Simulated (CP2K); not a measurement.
# C2H8SSn (SMILES CC[S][SnH3]) at GFN1-xTB

Aim: the energy difference between two shapes of C2H8SSn at GFN1-xTB, from 2 runs. 

The calculation is run with CP2K 2026.2.

3 further runs of the same task are left out: 1 that didn't finish, 2 set aside as unsound or not needed.

### Step 1. The system as given

The species is C2H8SSn (12 atoms), meant as a singlet with charge 0. As SMILES, `CC[S][SnH3]`. The shape comes from a force field and isn't a relaxed structure. This is one conformer, not always the lowest.

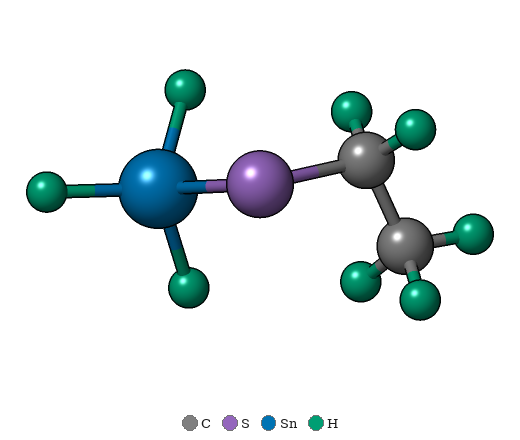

The structure, seen from a chosen angle (carbon grey, sulfur purple, tin blue, hydrogen teal).

### Step 2. The energy at GFN1-xTB

Input file gas.inp:

```
&global
    project gas
    run_type ENERGY
    print_level MEDIUM
&end
&force_eval
    method QUICKSTEP
    &dft
        charge 0
        multiplicity 1
        # Quickstep
        &qs
            method XTB
            eps_default 1.0E-10
            &xtb
                gfn_type TBLITE
                &tblite
                    method GFN1
                &end
                check_atomic_charges F
            &end
        &end
        # isolated system
        &poisson
            periodic NONE
            poisson_solver ANALYTIC
        &end
        &scf
            scf_guess ATOMIC
            eps_scf 1.0E-06
            max_scf 150
            added_mos 2
            &diagonalization
                algorithm STANDARD
            &end
            &mixing
                method DIRECT_P_MIXING
                alpha 0.4
            &end
        &end
        # extra output
        &print
            &moments
                periodic F
                reference COM
                max_moment 1
            &end
            &mo ON
                energies T
                occupation_numbers T
                ndigits 6
                &each
                    qs_scf 0
                &end
                add_last NUMERIC
            &end
            &hirshfeld OFF
            &end
        &end
    &end
    # atoms, cell and kinds
    &subsys
        # box in angstrom
        &cell
            abc [angstrom] 14.1 10.8 11.6
            periodic NONE
        &end
        &coord
            C      5.053400     5.989050     6.282300
            C      5.868200     4.844650     6.670100
            S      7.522400     5.396350     7.099600
            Sn     8.437200     5.498050     4.826100
            H      5.415700     6.519250     5.346400
            H      4.960600     6.787750     7.097900
            H      4.001800     5.685750     6.053000
            H      5.944200     4.118050     5.843000
            H      5.425000     4.375350     7.602000
            H     10.098200     5.737850     4.860000
            H      7.983500     3.980350     4.040800
            H      7.613800     6.819650     3.998000
        &end
    &end
&end
```

Run with:

```
OMP_NUM_THREADS=1 cp2k.psmp -i gas.inp -o gas.out
```

Log:

```text
CP2K| version string:                                       CP2K version 2026.2
[...]
 GLOBAL| Method name                                                        CP2K
[...]
 GLOBAL| Run type                                                         ENERGY
[...]
                             - Atoms:                                         12
[...]
                             - Spherical basis functions:                     42
[...]
 Number of electrons:                                                         26
[...]
  *** SCF run converged in    11 steps ***
[...]
  Fermi energy:                                                -0.25370391407112
[...]
 TB_DIPOLE| Moment [Debye]          0.11054971      -0.18772454      -1.06044878
 TB_DIPOLE| Derivative [a.u.]       0.00000000       0.00000000       0.00000000
[...]
 ENERGY| Total FORCE_EVAL ( QS ) energy [hartree]            -14.722626297515349
[...]
```

Run time: 0.28 s. Hardware: 1 thread of Arm Neoverse V1, shared host.

### Step 3. The distorted shape

Input file job.inp:

```
&GLOBAL
  PROJECT_NAME job
  RUN_TYPE ENERGY
  PRINT_LEVEL MEDIUM
&END GLOBAL

&FORCE_EVAL
  METHOD QS
  &DFT
    CHARGE 0
    MULTIPLICITY 1
    &QS
      METHOD XTB
      EPS_DEFAULT 1.0E-10
      &XTB
        GFN_TYPE TBLITE
        &TBLITE
          METHOD GFN1
        &END TBLITE
        CHECK_ATOMIC_CHARGES F
      &END XTB
    &END QS
    # cluster boundary conditions
    &POISSON
      PERIODIC NONE
      POISSON_SOLVER ANALYTIC
    &END POISSON
    &SCF
      SCF_GUESS ATOMIC
      EPS_SCF 1.0E-06
      MAX_SCF 150
      ADDED_MOS 2
      &DIAGONALIZATION
        ALGORITHM STANDARD
      &END DIAGONALIZATION
      &MIXING
        METHOD DIRECT_P_MIXING
        ALPHA 0.4
      &END MIXING
    &END SCF
    # extra output
    &PRINT
      &MOMENTS
        PERIODIC F
        REFERENCE COM
        MAX_MOMENT 1
      &END MOMENTS
      &MO ON
        ENERGIES T
        OCCUPATION_NUMBERS T
        NDIGITS 6
        &EACH
          QS_SCF 0
        &END EACH
        ADD_LAST NUMERIC
      &END MO
      &HIRSHFELD OFF
      &END HIRSHFELD
    &END PRINT
  &END DFT
  &SUBSYS
    &CELL
      ABC [angstrom] 14.1 10.8 11.6
      PERIODIC NONE
    &END CELL
    &COORD
      C      5.031109     5.990332     6.273480
      C      5.854640     4.848232     6.669006
      S      7.484551     5.390432     7.077455
      Sn     8.415759     5.523216     4.815914
      H      5.405508     6.532401     5.328358
      H      4.958909     6.797198     7.090668
      H      3.987390     5.703124     6.101632
      H      5.940013     4.139285     5.834408
      H      5.418376     4.357280     7.591816
      H     10.112610     5.740920     4.827608
      H      7.942328     3.982520     4.059646
      H      7.597805     6.817480     4.008183
    &END COORD
  &END SUBSYS
&END FORCE_EVAL
```

Run with:

```
OMP_NUM_THREADS=1 cp2k.psmp -i job.inp > job.out 2>&1
```

Log:

```text
CP2K| version string:                                       CP2K version 2026.2
[...]
 GLOBAL| Method name                                                        CP2K
[...]
 GLOBAL| Run type                                                         ENERGY
[...]
                             - Atoms:                                         12
[...]
                             - Spherical basis functions:                     42
[...]
 Number of electrons:                                                         26
[...]
  *** SCF run converged in    11 steps ***
[...]
  Fermi energy:                                                -0.25392678712781
[...]
 TB_DIPOLE| Moment [Debye]          0.05177367      -0.09743582      -1.07866650
 TB_DIPOLE| Derivative [a.u.]       0.00000000       0.00000000       0.00000000
[...]
 ENERGY| Total FORCE_EVAL ( QS ) energy [hartree]            -14.720813538730937
[...]
```

It took 0.28 s on 1 thread of Arm Neoverse V1, shared host.

### Step 4. Outcome

Level: GFN1-xTB.

| quantity | value |
| --- | --- |
| first shape: total energy | -14.72263 Eh |
| first shape: dipole moment (from atomic charges alone) | 1.08 D |
| first shape: HOMO energy | -10.67 eV |
| first shape: LUMO energy | -6.01 eV |
| first shape: HOMO–LUMO gap | 4.66 eV |
| distorted shape: total energy | -14.72081 Eh |
| distorted shape: dipole moment (from atomic charges alone) | 1.08 D |
| distorted shape: HOMO energy | -10.63 eV |
| distorted shape: LUMO energy | -6.01 eV |
| distorted shape: HOMO–LUMO gap | 4.62 eV |
| energy change with the atoms displaced | 0.049 eV |

**Reading.** With the atoms displaced the energy rises by 0.05 eV (1.1 kcal/mol). The first shape isn't relaxed at this level, so the change isn't measured from a minimum. The dipole (first shape) comes from point charges on the atoms alone, without atomic dipoles, so it is partial. The dipole (distorted shape) comes from point charges on the atoms alone, without atomic dipoles, so it is partial.
